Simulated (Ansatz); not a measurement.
## Abstraction of Br: Mg(CH3)Br + C2H3O → CH3Mg + C2H3BrO

Species: Mg(CH3)Br, singlet; C2H3O (acetyl radical) `C[C]=O`, doublet; CH3Mg `[CH3][Mg]`, doublet; C2H3BrO (acetyl bromide) `CC(=O)Br`, singlet. A radical takes Br: the energy is the difference in strength between the Mg–Br bond broken and the C–Br bond made.

Shapes, held fixed at every level: PBE0-D4/def2-TZVP. Programs: Ansatz 0.2.0. The zero-point and thermal change to 298 K, harmonic and unscaled (PBE0-D4/def2-TZVP), is +2.0 kJ/mol.

```csv
level,kind,ΔH(298 K) (kJ/mol),less CCSD(T)/def2-TZVPP
MP2/def2-SVP,perturbation theory,+133.9,+7.1
HF/def2-SVP,Hartree–Fock,+167.9,+41.1
SPW92/def2-TZVPP,LDA,+78.9,-47.9
r2SCAN0-D4/def2-TZVPP,global hybrid,+129.7,+2.9
wB97M-V/def2-TZVPP,range-separated hybrid,+135.8,+9.0
B2PLYP/def2-TZVPP,double hybrid,+130.8,+4.0
CCSD/def2-SVP,coupled cluster or CI,+147.6,+20.8
CCSD(T)/def2-TZVPP,coupled cluster or CI,+126.8,0.0
```

The highest level, CCSD(T)/def2-TZVPP, gives ΔH(298 K) = +126.8 kJ/mol; the levels span +78.9 to +167.9. The column of differences is taken from that level and isn't an error. No measured value is set beside it here. Open shells run unrestricted. Relativity is left out for Br. Outer-core shells of Br, Mg are correlated in most correlated rows, in sets that cover them unevenly.

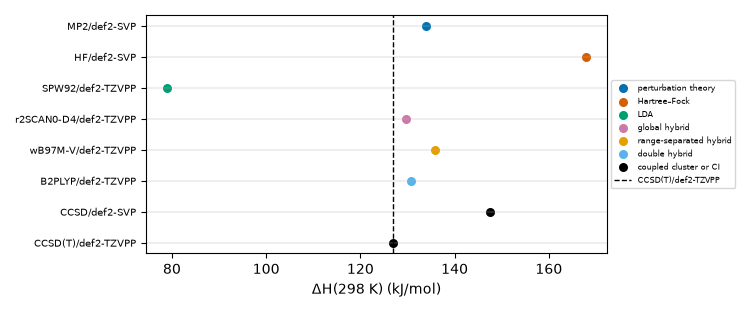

The values of the table, level by level.
